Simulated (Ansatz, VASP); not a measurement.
# CoSn: VASP beside Ansatz

Wanted: the spread between two codes on one cell, functional and k mesh.

Main program and level: Ansatz 0.2.0; plane waves, with VASP 6.6.1 beside it; relaxation of cell and atoms at r2SCAN and single point at r2SCAN.

## (1) The starting structure

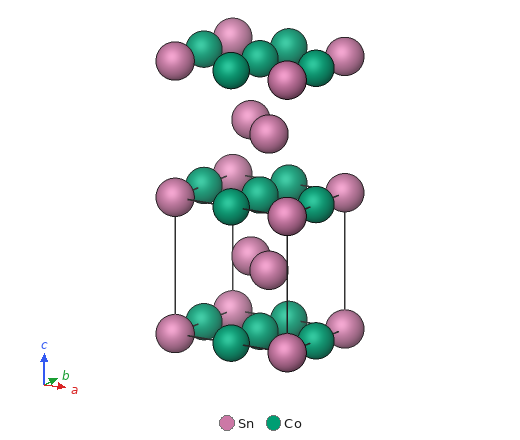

The cell as given, slightly off an axis (tin pink, cobalt teal). 1×1×2 cells are drawn. Some periodic images of atoms are drawn too.

As a file:

```
Sn Co
1.0
     5.24604    0.00000    0.00000
    -2.62302    4.54320    0.00000
     0.00000    0.00000    4.18759
Sn Co
3 3
Direct
  0.00000 0.00000 0.00000
  0.33333 0.66667 0.50000
  0.66667 0.33333 0.50000
  0.50000 0.00000 0.00000
  0.50000 0.50000 0.00000
  0.00000 0.50000 0.00000
```

## (2) VASP: relaxation of cell and atoms, r2SCAN

The relaxed volume is the usual yardstick between codes: its relative difference is about their pressure difference at one cell divided by the bulk modulus.

Lines of VASP's logs that name or quote its potential files are left out, and so is its time.

File INCAR:

```
SYSTEM = CoSn
PREC = Accurate
ENCUT = 400
EDIFF = 1E-06
NELM = 100
ISMEAR = 1
SIGMA = 0.2
LREAL = .FALSE.
ALGO = Normal
METAGGA = R2SCAN
LASPH = .TRUE.
NBANDS = 45
ISPIN = 2
MAGMOM = 0 0 0 2 -2 2
LMAXMIX = 4
LORBIT = 11
LWAVE = .FALSE.
LCHARG = .FALSE.
KPAR = 2
IBRION = 2
NSW = 60
ISIF = 3
EDIFFG = -0.01
```

File POSCAR:

```
CoSn
1.0
    5.2460399276      0.0000000000      0.0000000000
   -2.6230199638      4.5432038466      0.0000000000
    0.0000000000      0.0000000000      4.1875903000
Sn Co
3 3
Direct
    0.0000000000      0.0000000000      0.0000000000
    0.3333333333      0.6666666667      0.5000000000
    0.6666666667      0.3333333333      0.5000000000
    0.5000000000      0.0000000000      0.0000000000
    0.5000000000      0.5000000000      0.0000000000
    0.0000000000      0.5000000000      0.0000000000
```

File KPOINTS:

```
Automatic mesh
0
Gamma
5 5 6
0 0 0
```

PAW data sets: Sn_d and Co (PBE family, release 64).

On the command line:

```
$ mpirun -np 2 vasp_std
```

Numbers of over 12 decimals in the logs are rounded to 6 here.

The log of the run:

```text
[banner, memory and clock lines left out]
running    2 mpi-ranks, on    1 nodes
 distrk:  each k-point on    1 cores,    2 groups
 distr:  one band on    1 cores,    1 groups

 POSCAR found type information on POSCAR SnCo
 POSCAR found :  2 types and       6 ions
|                                                                             |
|               ----> ADVICE to this user running VASP <----                  |
|                                                                             |
|     You enforced a specific xc type in the INCAR file but a different       |
|     [... a line on the potential file left out ...]
|     I HOPE YOU KNOW WHAT YOU ARE DOING!                                     |
|                                                                             |

 LDA part: xc-table for (None), standard interpolation
 POSCAR, INCAR and KPOINTS ok, starting setup
 FFT: planning ... GRIDC
 FFT: planning ... GRID_SOFT
 FFT: planning ... GRID
 WAVECAR not read
 entering main loop
       N       E                     dE             d eps       ncg     rms          rms(c)
DAV:   1     0.570937788702E+03    0.57094E+03   -0.27185E+04  6619   0.214E+03
DAV:   2    -0.225255463300E+02   -0.59346E+03   -0.57304E+03  6485   0.550E+02
DAV:   3    -0.121498424589E+03   -0.98973E+02   -0.96263E+02  6743   0.210E+02
DAV:   4    -0.126420768726E+03   -0.49223E+01   -0.48978E+01  7244   0.539E+01
DAV:   5    -0.126582452154E+03   -0.16168E+00   -0.16165E+00  9147   0.866E+00    0.204E+01
DAV:   6    -0.123382985170E+03    0.31995E+01   -0.68684E+01  7331   0.903E+01    0.310E+01
DAV:   7    -0.113511733841E+03    0.98713E+01   -0.24173E+01  7467   0.574E+01    0.798E+00
DAV:   8    -0.115243797030E+03   -0.17321E+01   -0.87469E+00  8155   0.348E+01    0.186E+01
DAV:   9    -0.113595520914E+03    0.16483E+01   -0.69985E+00  8558   0.257E+01    0.380E+00
DAV:  10    -0.113582767205E+03    0.12754E-01   -0.52057E-01  7352   0.616E+00    0.207E+00
DAV:  11    -0.113585692625E+03   -0.29254E-02   -0.10788E-01  8235   0.289E+00    0.917E-01
DAV:  12    -0.113596101401E+03   -0.10409E-01   -0.41161E-02  8125   0.158E+00    0.763E-01
DAV:  13    -0.113600334005E+03   -0.42326E-02   -0.21494E-02  9328   0.127E+00    0.592E-01
DAV:  14    -0.113604281709E+03   -0.39477E-02   -0.15713E-02  9978   0.110E+00    0.441E-01
[...]
DAV:  21    -0.113614991124E+03   -0.23396E-03   -0.92062E-04  8965   0.350E-01    0.486E-02
DAV:  22    -0.113615095530E+03   -0.10441E-03   -0.37354E-04  8462   0.162E-01    0.493E-02
DAV:  23    -0.113615241257E+03   -0.14573E-03   -0.28713E-03  8973   0.631E-01    0.341E-02
DAV:  24    -0.113615266438E+03   -0.25181E-04   -0.37157E-04  8519   0.189E-01    0.238E-02
DAV:  25    -0.113615282239E+03   -0.15801E-04   -0.37643E-04  8167   0.245E-01    0.134E-02
DAV:  26    -0.113615287082E+03   -0.48432E-05   -0.49827E-05  7655   0.686E-02    0.712E-03
DAV:  27    -0.113615288657E+03   -0.15749E-05   -0.25675E-05  6666   0.645E-02    0.266E-03
DAV:  28    -0.113615289237E+03   -0.57981E-06   -0.59075E-06  5991   0.155E-02
   1 F= -.11361529E+03 E0= -.11362117E+03  d E =-.113615E+03  mag=    -0.0003
 curvature:   0.00 expect dE= 0.000E+00 dE for cont linesearch  0.000E+00
 trial: gam= 0.00000 g(F)=  0.888E-09 g(S)=  0.355E-03 ort = 0.000E+00 (trialstep = 0.100E+01)
 search vector abs. value=  0.355E-03
 bond charge predicted
       N       E                     dE             d eps       ncg     rms          rms(c)
DAV:   1    -0.113620063671E+03   -0.47750E-02   -0.86280E-02  7102   0.326E+00    0.524E-01
DAV:   2    -0.113622172227E+03   -0.21086E-02   -0.36747E-02  7178   0.228E+00    0.604E-01
DAV:   3    -0.113615699393E+03    0.64728E-02   -0.17474E-02  7134   0.155E+00    0.159E-01
DAV:   4    -0.113615344618E+03    0.35477E-03   -0.13840E-03  8641   0.389E-01    0.463E-02
DAV:   5    -0.113615383121E+03   -0.38503E-04   -0.30902E-04  7663   0.233E-01    0.853E-02
DAV:   6    -0.113615336143E+03    0.46978E-04   -0.14571E-04  7849   0.168E-01    0.111E-02
DAV:   7    -0.113615338014E+03   -0.18703E-05   -0.16819E-05  7034   0.323E-02    0.693E-03
DAV:   8    -0.113615337906E+03    0.10792E-06   -0.20220E-06  3691   0.192E-02
   2 F= -.11361534E+03 E0= -.11362114E+03  d E =-.486690E-04  mag=    -0.0001
 trial-energy change:   -0.000049  1 .order   -0.000031   -0.000355    0.000293
 step:   0.5872(harm=  0.5483)  dis= 0.00000  next Energy=  -113.615397 (dE=-0.108E-03)
 bond charge predicted
       N       E                     dE             d eps       ncg     rms          rms(c)
DAV:   1    -0.113616201661E+03   -0.86365E-03   -0.14695E-02  7102   0.135E+00    0.215E-01
DAV:   2    -0.113616542063E+03   -0.34040E-03   -0.61785E-03  7183   0.936E-01    0.248E-01
DAV:   3    -0.113615470902E+03    0.10712E-02   -0.29222E-03  7155   0.634E-01    0.673E-02
DAV:   4    -0.113615459984E+03    0.10918E-04   -0.38298E-04  8758   0.266E-01    0.951E-02
DAV:   5    -0.113615401092E+03    0.58892E-04   -0.16816E-04  7642   0.180E-01    0.147E-02
DAV:   6    -0.113615394775E+03    0.63168E-05   -0.19330E-05  7414   0.396E-02    0.829E-03
DAV:   7    -0.113615392499E+03    0.22758E-05   -0.34488E-06  5637   0.225E-02    0.258E-03
DAV:   8    -0.113615392522E+03   -0.22654E-07   -0.54958E-07  3320   0.951E-03
   3 F= -.11361539E+03 E0= -.11362123E+03  d E =-.103285E-03  mag=    -0.0000
 curvature:  -0.27 expect dE=-0.829E-05 dE for cont linesearch -0.832E-08
 trial: gam= 0.09501 g(F)=  0.856E-09 g(S)=  0.305E-04 ort =-0.330E-05 (trialstep = 0.917E+00)
 search vector abs. value=  0.331E-04
 reached required accuracy - stopping structural energy minimisation
```

Parts of OUTCAR (step 2):

```text
ion  position               nearest neighbor table
   1  0.000  0.000  0.000-   4 2.62   4 2.62   6 2.62   6 2.62   5 2.62   5 2.62   3 3.68   3 3.68
                             2 3.68   2 3.68   2 3.68   3 3.68   2 3.68   3 3.68   2 3.68   3 3.68
   2  0.333  0.667  0.500-   6 2.58   6 2.58   4 2.58   4 2.58   5 2.58   5 2.58   3 3.03   3 3.03
                             3 3.03   1 3.68   1 3.68   1 3.68   1 3.68   1 3.68   1 3.68
   3  0.667  0.333  0.500-   6 2.58   6 2.58   4 2.58   4 2.58   5 2.58   5 2.58   2 3.03   2 3.03
                             2 3.03   1 3.68   1 3.68   1 3.68   1 3.68   1 3.68   1 3.68
   4  0.500  0.000  0.000-   2 2.58   3 2.58   2 2.58   3 2.58   1 2.62   1 2.62   6 2.62   5 2.62
                             5 2.62   6 2.62
   5  0.500  0.500  0.000-   2 2.58   3 2.58   2 2.58   3 2.58   6 2.62   6 2.62   1 2.62   4 2.62
                             4 2.62   1 2.62
   6  0.000  0.500  0.000-   2 2.58   3 2.58   2 2.58   3 2.58   5 2.62   5 2.62   1 2.62   1 2.62
                             4 2.62   4 2.62

  LATTYP: Found a hexagonal cell.
 ALAT       =     5.2460399276
 C/A-ratio  =     0.7982383584

 Subroutine GETGRP returns: Found 24 space group operations
 (whereof 24 operations were pure point group operations)

The static configuration has the point symmetry D_6h.

 Found     36 irreducible k-points:

   k-points           NKPTS =     36   k-points in BZ     NKDIM =     36   number of bands    NBANDS=     45

   dimension x,y,z NGX =    36 NGY =   36 NGZ =   28
   dimension x,y,z NGXF=    72 NGYF=   72 NGZF=   56

   ENCUT  =  400.0 eV  29.40 Ry    5.42 a.u.   8.55  8.55  6.83*2*pi/ulx,y,z

   NELECT =      69.0000    total number of electrons

 k-points in reciprocal lattice and weights: Automatic mesh
   0.00000000  0.00000000  0.00000000       0.007
   0.20000000  0.00000000  0.00000000       0.027
  -0.20000000  0.20000000  0.00000000       0.013
   0.40000000  0.00000000  0.00000000       0.027
  -0.40000000  0.40000000  0.00000000       0.013
   0.20000000  0.20000000  0.00000000       0.013
  -0.20000000  0.40000000  0.00000000       0.027
   0.40000000  0.20000000  0.00000000       0.027
   0.40000000  0.40000000  0.00000000       0.013
[...]
0.40000000  0.20000000  0.50000000       0.027
   0.40000000  0.40000000  0.50000000       0.013

 average (electrostatic) potential at core
       1-102.3644       2-102.2160       3-102.2160       4 -82.5986       5 -82.5988
       6 -82.5986

 E-fermi :  10.0469

 spin component 1
 k-point     1 :       0.0000    0.0000    0.0000
  band No.  band energies     occupation
    ...
     30       9.5297      1.00078
     31       9.5772      1.00222
     32       9.5772      1.00222
     33       9.6297      1.00600
     34       9.6298      1.00600
     35      10.7853     -0.00000
     36      10.8225     -0.00000
     37      11.6130     -0.00000
     38      11.6130     -0.00000
     39      13.3526     -0.00000
    ...

 k-point     2 :       0.2000    0.0000    0.0000
  band No.  band energies     occupation
    ...
     30       9.4213      1.00004
     31       9.5459      1.00113
     32       9.6142      1.00455
     33       9.6919      1.01542
     34       9.9038      0.96515
     35      10.8048     -0.00000
     36      11.2808     -0.00000
     37      11.8332     -0.00000
     38      12.2264     -0.00000
     39      13.6883     -0.00000
    ...

 k-point     3 :      -0.2000    0.2000    0.0000
  band No.  band energies     occupation
    ...
     30       9.4213      1.00004
     31       9.5459      1.00113
     32       9.6142      1.00455
     33       9.6919      1.01541
     34       9.9038      0.96516
     35      10.8048     -0.00000
     36      11.2808     -0.00000
     37      11.8332     -0.00000
     38      12.2264     -0.00000
     39      13.6883     -0.00000
    ...

 k-point     4 :       0.4000    0.0000    0.0000
  band No.  band energies     occupation
    ...
     29       8.6982      1.00000
     30       9.1324      1.00000
     31       9.4042      1.00003
     32       9.6075      1.00402
     33       9.6843      1.01393
     34      10.7455     -0.00000
     35      10.9263     -0.00000
     36      11.8237     -0.00000
     37      12.4292     -0.00000
     38      12.9696     -0.00000
    ...

 k-point     5 :      -0.4000    0.4000    0.0000
  band No.  band energies     occupation
    ...
     29       8.6982      1.00000
     30       9.1323      1.00000
     31       9.4042      1.00003
     32       9.6075      1.00402
     33       9.6842      1.01392
     34      10.7455     -0.00000
     35      10.9263     -0.00000
     36      11.8237     -0.00000
     37      12.4292     -0.00000
     38      12.9696     -0.00000
    ...

 k-point     6 :       0.2000    0.2000    0.0000
  band No.  band energies     occupation
    ...
     29       8.6249      1.00000
     30       9.2661      1.00000
     31       9.4263      1.00005
     32       9.5334      1.00085
     33       9.7546      1.02932
     34      10.5104     -0.00252
     35      10.9088     -0.00000
     36      11.2965     -0.00000
     37      12.8162     -0.00000
     38      13.3140     -0.00000
    ...

  Total        0.0424428      0.0427223     -0.0127775      0.0002420      0.0000000      0.0000000
  in kB        0.6822143      0.6867064     -0.2053822      0.0038903      0.0000000      0.0000000
  external PRESSURE =       0.3878462 kB  Pullay stress =       0.0000000 kB

  energy-cutoff  :      400.00
  volume of cell :       99.68
      direct lattice vectors                 reciprocal lattice vectors
     5.245161787  0.000000077  0.000000000     0.190651887  0.110072914  0.000000000
    -2.622580827  4.542443393  0.000000000    -0.000000003  0.220145835  0.000000000
     0.000000000  0.000000000  4.183553009     0.000000000  0.000000000  0.239031273

 POSITION                                       TOTAL-FORCE (eV/Angst)
 -----------------------------------------------------------------------------------
      0.00000      0.00000      0.00000         0.000000      0.000000      0.000000
      0.00000      3.02829      2.09178         0.000082     -0.000047     -0.000000
      2.62258      1.51415      2.09178        -0.000082      0.000047      0.000000
      2.62258      0.00000      0.00000         0.000000      0.000000      0.000000
      1.31129      2.27122      0.00000         0.000000      0.000000      0.000000
     -1.31129      2.27122      0.00000         0.000000      0.000000      0.000000
 -----------------------------------------------------------------------------------
    total drift:                                0.000000     -0.000000     -0.000000

  FREE ENERGIE OF THE ION-ELECTRON SYSTEM (eV)
  ---------------------------------------------------
  free  energy   TOTEN  =      -113.6153925216 eV

  energy  without entropy=     -113.6328990572  energy(sigma->0) =     -113.62122803

 reached required accuracy - stopping structural energy minimisation

 total charge
# of ion       s       p       d       tot
------------------------------------------
    1        1.133   1.165  10.046  12.344
    2        1.100   1.329  10.076  12.504
    3        1.100   1.329  10.076  12.504
    4        0.423   0.507   7.481   8.410
    5        0.423   0.507   7.481   8.411
    6        0.423   0.507   7.481   8.410
--------------------------------------------------
tot          4.602   5.342  52.640  62.584

 magnetization (x)
# of ion       s       p       d       tot
------------------------------------------
    1        0.000   0.000   0.000   0.000
    2        0.000   0.000   0.000   0.000
    3        0.000   0.000   0.000   0.000
    4        0.000   0.000   0.000   0.000
    5       -0.000  -0.000  -0.000  -0.000
    6        0.000   0.000   0.000   0.000
--------------------------------------------------
tot         -0.000   0.000  -0.000  -0.000

[... 6 further parts left out ...]
```

[end of part 1 of 2]

[Lines on the potential files, build, host, timing and source positions are cut from VASP's logs without a mark.]

[Logs are printed without paths, hosts, clocks, repeated set-up lines and the standing remarks that a program may print on its own settings, such as how far it seeks lower states.]

[Hosts, paths, dates, database ids (printed as entryN), source tags and the programs' standing remarks are cut or masked in the printed files.]
